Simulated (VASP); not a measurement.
Band structure of GaAs (relaxed from the NiAs type structure, space group P6_3/mmc). All values below come from PBEsol GGA, VASP's PBE PAW potentials (set 64) (plane waves; VASP).

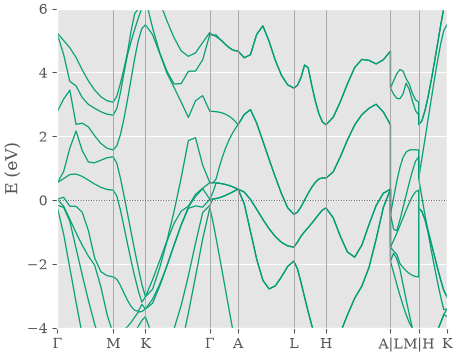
*Bands along high-symmetry lines, zero at the valence-band maximum or, without a gap, the Fermi level*

Task: Read the plot: is there a gap, and where are the band edges?

Result: It has no gap at this level: it comes out as a metal or semimetal. (Edges off the drawn lines would not show.)

The structure was generated: GaAs was put into the NiAs type type (P6_3/mmc), which need not be its known phase. It was relaxed first, which changed the volume by +10 %.
